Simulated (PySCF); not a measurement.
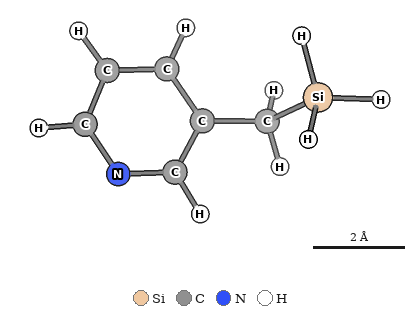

*The structure (ball-and-stick view, seen at a tilt).*

Bond lengths as drawn: C–C 1.38 to 1.49 Å, C–H 1.08 to 1.09 Å, C–N 1.32 Å, C–Si 1.91 Å and H–Si 1.46 Å.

# C6H9NSi: NMR shielding calculation

System: C6H9NSi.
Method: GIAO PBE0/pcSseg-1 NMR shielding, non-relativistic, gas phase (PySCF 2.14.0).

The geometry comes from this level: GFN2-xTB, NEB image 8 of 0 to 8. It belongs to a series of runs on one base structure; here: NEB image 8 of 0 to 8. Figures and captions count atoms from 1; the log counts them from 0 in places.

### The input
```
{"job": {"kind": "nmr", "xc": "PBE0", "basis": "pcSseg-1", "pop": false}, "charge": 0, "multiplicity": 1}
Si    -2.051100     0.534600    -1.471500
C     -1.568600    -0.361400     0.148900
C     -0.095000    -0.316900     0.343200
C      0.526500     0.741800     0.998500
C      1.904900     0.753300     1.121700
C      2.623300    -0.299000     0.574600
N      2.050300    -1.310700    -0.055100
C      0.735500    -1.313400    -0.165300
H     -3.504000     0.445000    -1.626900
H     -1.370300    -0.116500    -2.589800
H     -1.634900     1.934600    -1.375400
H     -2.071700     0.114200     0.991600
H     -1.907700    -1.396400     0.102200
H     -0.070000     1.544900     1.410400
H      2.410400     1.560900     1.629600
H      3.702500    -0.339500     0.641200
H      0.312900    -2.163500    -0.687800
```

The first line tells a small driver script what to run in PySCF; the rest is the geometry in Å.

Machine: 1 CPU thread, shared host.

Launched with:
```bash
OMP_NUM_THREADS=1 python <driver script> task.json out
```

### The program's output
```
coarse grid: 14784 points
cycle   1  E = -577.6953635842  dE =  1.187e+00  |g| = 3.554e-01  |ddm| = 3.912e+00
cycle   2  E = -577.6943534672  dE =  1.010e-03  |g| = 3.841e-01  |ddm| = 9.682e-01
cycle   3  E = -577.7292984057  dE = -3.494e-02  |g| = 7.119e-02  |ddm| = 4.723e-01
cycle   4  E = -577.7300206546  dE = -7.222e-04  |g| = 3.756e-02  |ddm| = 7.471e-02
cycle   5  E = -577.7303328299  dE = -3.122e-04  |g| = 9.688e-03  |ddm| = 5.042e-02
cycle   6  E = -577.7303559838  dE = -2.315e-05  |g| = 3.796e-03  |ddm| = 1.501e-02
cycle   7  E = -577.7303596520  dE = -3.668e-06  |g| = 4.000e-04  |ddm| = 3.547e-03
final grid: 138520 points
cycle   8  E = -577.7755765348  dE = -3.296e-05  |g| = 6.795e-03  |ddm| = 3.723e-02
cycle   9  E = -577.7755751769  dE =  1.358e-06  |g| = 7.318e-03  |ddm| = 1.634e-02
cycle  10  E = -577.7755886551  dE = -1.348e-05  |g| = 8.893e-04  |ddm| = 8.253e-03
cycle  11  E = -577.7755888075  dE = -1.524e-07  |g| = 3.422e-04  |ddm| = 1.034e-03
cycle  12  E = -577.7755888320  dE = -2.450e-08  |g| = 9.445e-05  |ddm| = 4.119e-04
cycle  13  E = -577.7755888340  dE = -2.042e-09  |g| = 3.224e-05  |ddm| = 1.199e-04
cycle  14  E = -577.7755888343  dE = -2.674e-10  |g| = 5.910e-06  |ddm| = 3.666e-05
```

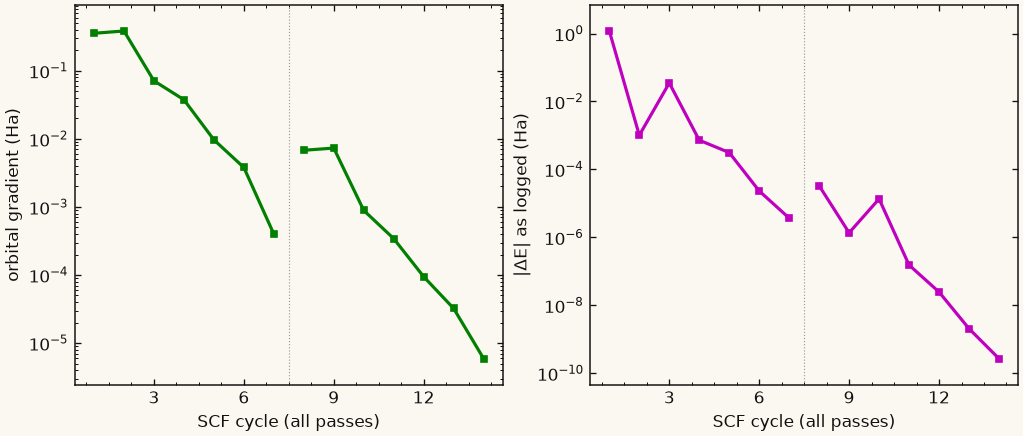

*Convergence of the self-consistent field: orbital gradient and size of the energy change against the SCF cycle. The dotted line marks the change from a coarse to the final integration grid.*

The first 7 cycles use a coarse grid, the final grid takes over at cycle 8, and the field converges after 14 cycles in all.

```
converged SCF energy = -577.7755888343

GIAO shielding tensors (ppm)
atom      isotropic    diamagn.    paramagn.     s11        s22        s33       span
  0 Si     410.578     879.536    -468.959    371.515    397.712    462.505     90.990
  1 C      168.639     250.337     -81.699    149.176    162.928    193.813     44.637
  2 C       45.942     265.665    -219.723    -56.162     16.890    177.098    233.260
  3 C       46.740     251.973    -205.233    -61.844     33.031    169.035    230.880
  4 C       58.715     258.232    -199.517    -54.962     54.377    176.730    231.692
  5 C       34.758     251.727    -216.969    -72.380     28.195    148.459    220.840
  6 N      -95.535     331.334    -426.870   -413.834   -176.034    303.262    717.096
  7 C       32.151     249.770    -217.620    -72.511     34.361    134.602    207.113
  8 H       27.518      28.456      -0.938     24.544     24.581     33.430      8.886
  9 H       27.943      29.281      -1.338     24.235     27.100     32.496      8.262
 10 H       27.946      29.444      -1.499     24.157     27.230     32.450      8.293
 11 H       29.500      31.098      -1.598     25.030     28.419     35.050     10.021
 12 H       29.347      30.954      -1.607     24.982     27.889     35.171     10.189
 13 H       24.056      33.779      -9.723     20.733     22.291     29.145      8.412
 14 H       24.385      31.044      -6.659     21.720     23.620     27.814      6.094
 15 H       22.989      28.854      -5.866     19.140     23.188     26.638      7.498
 16 H       22.920      32.337      -9.417     18.838     21.235     28.687      9.849
```

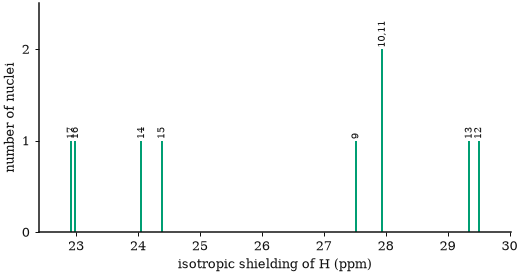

*Isotropic shieldings of the hydrogen nuclei in this fixed geometry, labelled by atom number; shielding grows to the right, so chemical shift grows to the left.*

The least shielded is H17 (22.9 ppm), the most shielded H12 (29.5 ppm).

### Key numbers

| quantity | value |
| --- | --- |
| outcome | converged |
| total energy | −577.775589 hartree |
| HOMO | −7.18 eV |
| LUMO | −0.72 eV |
| dipole moment | 2.39 D |
| isotropic shielding, Si | 410.6 ppm |
| isotropic shielding, C | 32.2 to 168.6 ppm |
| isotropic shielding, N | −95.5 ppm |
| isotropic shielding, H | 22.9 to 29.5 ppm |
| wall time | 70 s |
| peak memory | 0.95 GiB |
